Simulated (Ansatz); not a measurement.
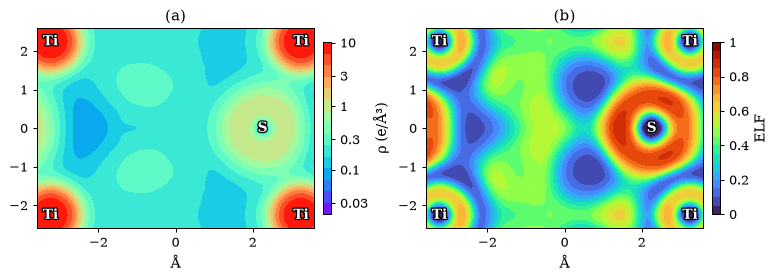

Ti2GeS. (a) valence pseudo-density; (b) electron localisation function on the (110) plane of the conventional cell.

Space group Pmm2; a generated structure, not necessarily the stable one; computed without spin polarisation.

All numbers below come from Ansatz, DFT PBE, scalar-relativistic, plane waves, PAW.

**What do the fields say about this system?**

- The plane passes through Ti and S nuclei.
- Ti–S (2.46 Å): the density is about 0.4 e/Å³ at the midpoint; the ELF peaks at about 0.85 in the valence shell of S, 0.8 Å from its nucleus, and is about 0.40 at the midpoint.
- Between the atoms the lowest density in this plane is 0.07 e/Å³.
- The features right at Ti lie inside the PAW spheres, where the map follows smoothed inner orbitals and isn't to be read closely.
